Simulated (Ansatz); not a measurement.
**C$_{2}$H$_{10}$Si$_{3}$: density, localisation and related maps**

```yaml
atoms:
  - { symbol: C, position_ang: [1.1273, 1.5478, -0.2301] }
  - { symbol: C, position_ang: [-1.5897, 0.2616, -0.5974] }
  - { symbol: Si, position_ang: [-0.5660, 1.3164, 0.6206] }
  - { symbol: Si, position_ang: [-1.3030, 0.9271, -2.3776] }
  - { symbol: Si, position_ang: [0.8322, 1.9396, -2.0884] }
  - { symbol: H, position_ang: [1.7467, 2.3232, 0.2644] }
  - { symbol: H, position_ang: [1.6840, 0.5882, -0.1607] }
  - { symbol: H, position_ang: [-1.2240, 2.6567, 0.7951] }
  - { symbol: H, position_ang: [-0.4425, 0.6698, 1.9717] }
  - { symbol: H, position_ang: [-2.6662, 0.2350, -0.3326] }
  - { symbol: H, position_ang: [-1.2137, -0.7834, -0.5516] }
  - { symbol: H, position_ang: [-2.3519, 1.9433, -2.7313] }
  - { symbol: H, position_ang: [-1.3515, -0.1705, -3.4029] }
  - { symbol: H, position_ang: [0.7720, 3.4251, -2.3063] }
  - { symbol: H, position_ang: [1.9223, 1.3834, -2.9606] }
```

Geometry: BLYP-D3(BJ)/def2-SVP.

Computed with isolated molecule in a Gaussian basis; Kohn-Sham density functional theory, functional PBE0 in Ansatz 0.2.0.

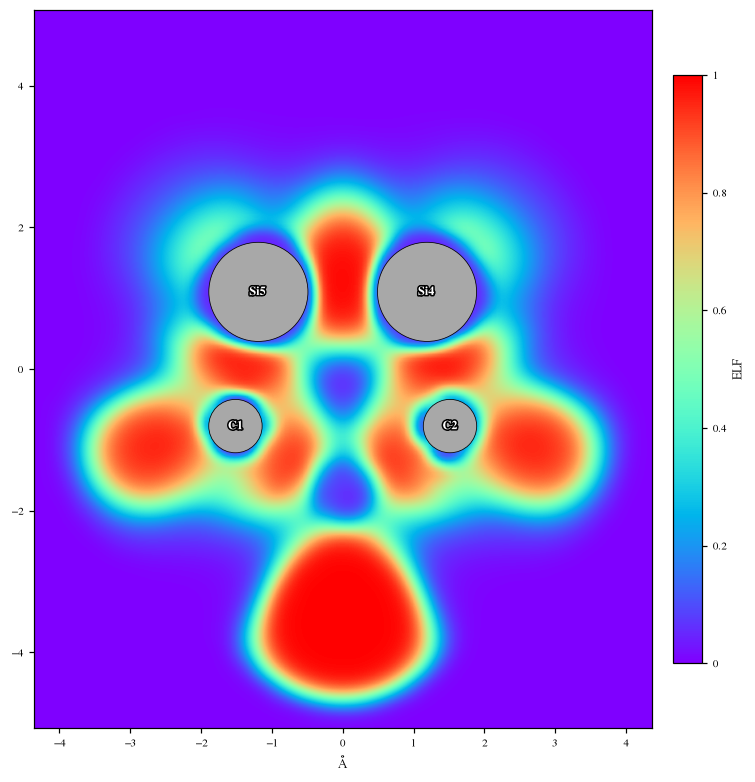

Figure 1. ELF on the plane of atoms C1, Si5 and Si4. Grey discs cover the atomic cores.

Describe what can be read from this map.

Answer. Atoms in the plane: C and Si. C–Si (1.92 Å): the ELF peaks at about 0.95 between the atoms, as expected for a covalent bond. Si–Si (2.38 Å): the ELF peaks at about 1 between the atoms (localised, covalent bonding).

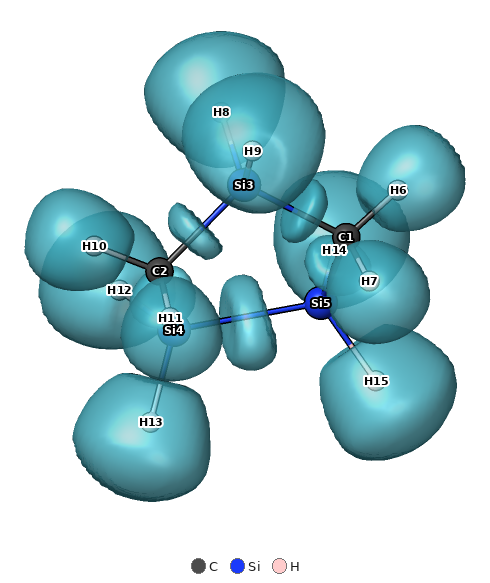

Figure 2. Isosurface of the ELF at 0.85 (cyan), seen at an oblique angle. Only the valence region is drawn (cores and ρ < 0.01 e/Å³ removed).

Describe the localisation domains.

Answer. The ELF exceeds this value in four regions between bonded C–Si atoms (shared pairs), one region between bonded Si–Si atoms (shared pairs) and ten regions around hydrogen nuclei.


C–Si (1.91 Å): the ELF peaks at about 0.95 between the atoms: localised, covalent bonding.

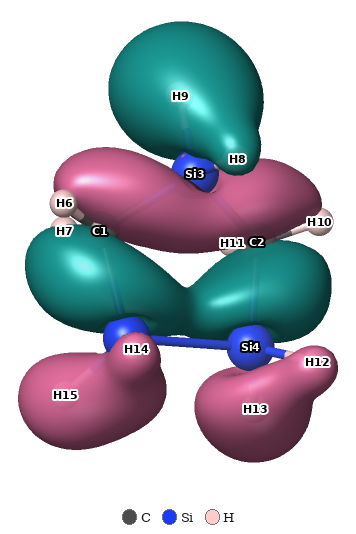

Figure 3. The HOMO−1 at ±0.06 Å⁻³ᐟ² (teal and pink are the two phases), seen at a tilt.

What is the character of this orbital?

Answer. Its weight (Hirshfeld) is mainly on Si3 (about 20 %), H9 (about 15 %), C2 (about 15 %), C1 (about 15 %), Si5 (about 10 %) and Si4 (about 10 %). Its energy is −8.48 eV.

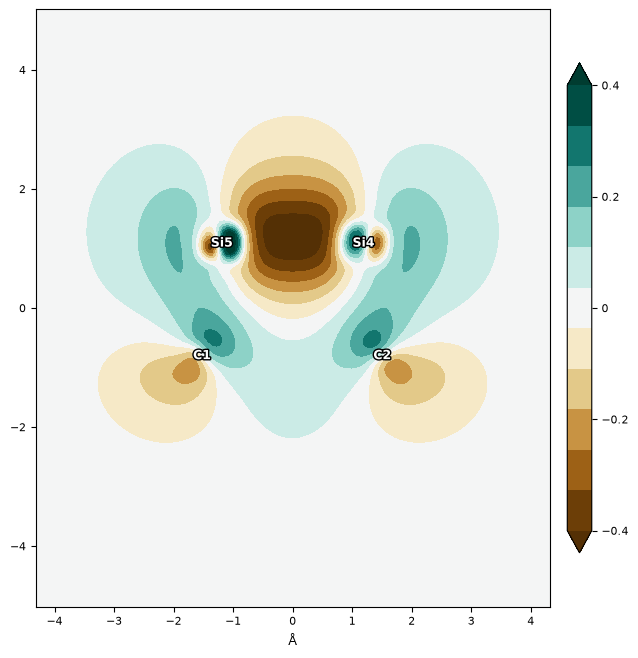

Figure 4. The HOMO on the plane of atoms C1, Si5 and Si4 (values in Å⁻³ᐟ²; the overall sign is arbitrary).

Where does this orbital lie, and at what energy?

Answer. By Hirshfeld shares it lies mainly on Si4 (about 35 %) and Si5 (about 35 %). Its energy is −7.70 eV.
